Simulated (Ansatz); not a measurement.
Hypothetical fluorite HfSi2, pressure series

Consider HfSi2 in the fluorite structure (space group Fm-3m, No. 225; a = 6.1830 Å; a hypothetical phase, not in the database extracts checked).

Cell and atoms are relaxed at each pressure.

Method: Ansatz (a program for electronic structure), PBEsol, PAW, cutoff 420 eV, spin-orbit coupling left out, earlier PAW set.

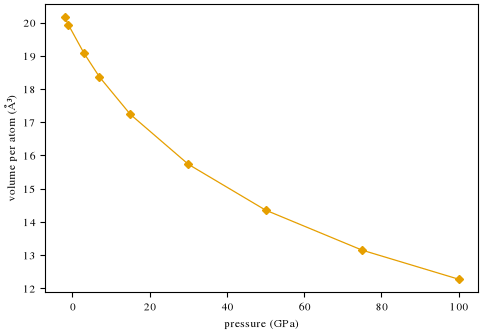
Figure. Volume against pressure

Task: Estimate the zero-pressure bulk modulus from the plot.

Result: About 87 GPa; a third-order Birch–Murnaghan fit to the points gives V₀ = 19.70 Å³/atom, B₀ = 87 GPa and B₀′ = 3.8.

Load acts through the strain it causes; cell and atoms are relaxed under it. Stability against distortions was not tested. No other phases were tried under pressure. All final runs are without spin polarisation. HfSi2 has a high density of states at the Fermi level and may be magnetic at this level.
